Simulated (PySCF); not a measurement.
**Run report: C2H2F4, excited-state calculation**

- system: C2H2F4 (1,1,1,2-tetrafluoroethane), SMILES FCC(F)(F)F
- method: TDDFT B3LYP/def2-SVPD, vertical, IEF-PCM acetonitrile (non-equilibrium linear response), core orbitals frozen in the response (PySCF 2.14.0)

The geometry comes from this level: PBE0-D3(BJ)/def2-SVP. It belongs to a series of runs on one base structure; here: solvent acetonitrile.

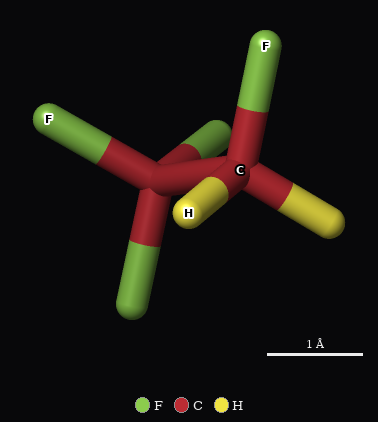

*The structure (stick view, seen at a tilt).*

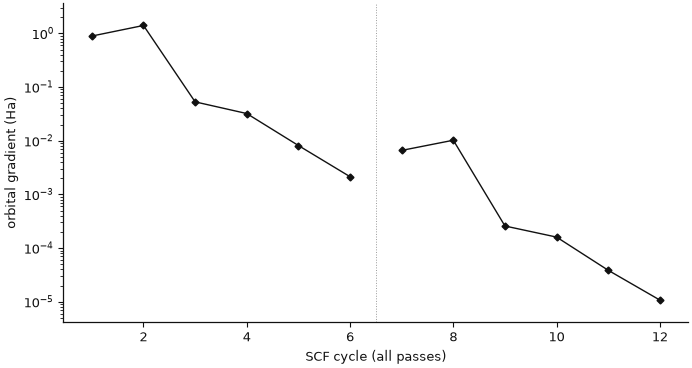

*Convergence of the self-consistent field: orbital gradient against the SCF cycle. The dotted line marks the change from a coarse to the final integration grid.*

The first 6 cycles use a coarse grid, the final grid takes over at cycle 7, and the field converges after 12 cycles in all.

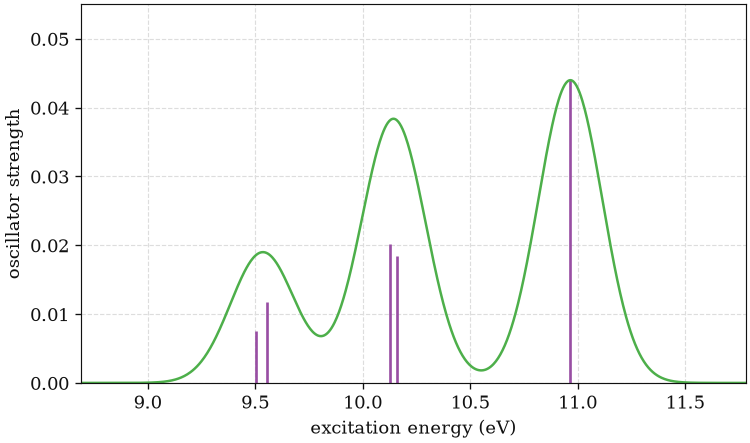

*Computed excitations as sticks (degenerate states added up, dark ones marked on the axis), with a Gaussian envelope of 0.35 eV full width at half maximum, scaled to the tallest.*

Of the 6 states the lowest lies at 9.51 eV (f = 0.008); the strongest line is at 10.97 eV, or 113 nm (f = 0.044, summed over 2 states that lie within 0.004 eV).

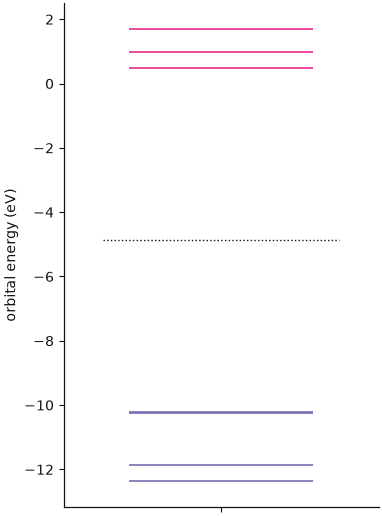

*Orbital energies near the frontier; the dotted line parts filled from empty levels, and levels within 0.02 eV of each other stand side by side.*

Highest filled −10.22 eV, lowest empty 0.48 eV, 10.70 eV apart.

These pictures come from the run below.

The input:
```
{"job": {"kind": "uv", "xc": "B3LYP", "basis": "def2-SVPD", "solvent": "acetonitrile", "nstates": 6, "ntriplets": 0}, "charge": 0, "multiplicity": 1}
F     -0.684935    -1.087689     1.217603
C     -0.350204     0.118875     0.695036
C      0.326545    -0.068033    -0.645747
F     -0.481111    -0.653494    -1.525903
F      1.426194    -0.809756    -0.540191
F      0.673412     1.128514    -1.127904
H      0.347478     0.646855     1.364481
H     -1.251465     0.734793     0.545327
```

The first line tells a small driver script what to run in PySCF; the rest is the geometry in Å.

Launch command:
```bash
OMP_NUM_THREADS=1 python <driver script> task.json out
```

Output:
```
coarse grid: 7760 points
cycle   1  E = -476.2691758945  dE =  8.763e-01  |g| = 8.906e-01  |ddm| = 3.269e+00
cycle   2  E = -476.0917282684  dE =  1.774e-01  |g| = 1.402e+00  |ddm| = 1.635e+00
cycle   3  E = -476.4025029917  dE = -3.108e-01  |g| = 5.290e-02  |ddm| = 9.764e-01
cycle   4  E = -476.4028139981  dE = -3.110e-04  |g| = 3.206e-02  |ddm| = 6.896e-02
cycle   5  E = -476.4029852809  dE = -1.713e-04  |g| = 8.132e-03  |ddm| = 2.915e-02
cycle   6  E = -476.4029944596  dE = -9.179e-06  |g| = 2.135e-03  |ddm| = 6.204e-03
final grid: 79576 points
cycle   7  E = -476.4632844785  dE = -2.722e-05  |g| = 6.594e-03  |ddm| = 4.452e-02
cycle   8  E = -476.4632749604  dE =  9.518e-06  |g| = 1.020e-02  |ddm| = 1.106e-02
cycle   9  E = -476.4632916028  dE = -1.664e-05  |g| = 2.575e-04  |ddm| = 6.497e-03
cycle  10  E = -476.4632916119  dE = -9.034e-09  |g| = 1.600e-04  |ddm| = 3.831e-04
cycle  11  E = -476.4632916163  dE = -4.428e-09  |g| = 3.851e-05  |ddm| = 1.402e-04
cycle  12  E = -476.4632916165  dE = -2.076e-10  |g| = 1.073e-05  |ddm| = 3.373e-05
converged SCF energy = -476.4632916165

Static polarisability (au): isotropic 36.632, principal 36.202 36.213 37.482

Singlet excitations
state   eV       nm        f      main configurations
  1   9.5054    130.4   0.00755   H-1->L 0.85, H-1->L+1 0.13
  2   9.5551    129.8   0.01170   H->L 0.89, H->L+1 0.10
  3  10.1281    122.4   0.02017   H->L+1 0.87, H->L 0.10
  4  10.1601    122.0   0.01843   H-1->L+1 0.82, H-1->L 0.13
  5  10.9645    113.1   0.01417   H->L+2 0.89
  6  10.9678    113.0   0.02982   H-1->L+2 0.88
```

Summary:

| quantity | value |
| --- | --- |
| outcome | converged |
| total energy | −476.463292 hartree |
| HOMO | −10.22 eV |
| LUMO | 0.48 eV |
| dipole moment | 2.54 D |
| mean polarisability | 36.63 a.u. |
| lowest excitation | 9.51 eV |
| hardware | 1 CPU thread, shared host |
| wall time | 26 s |
| peak memory | 0.67 GiB |
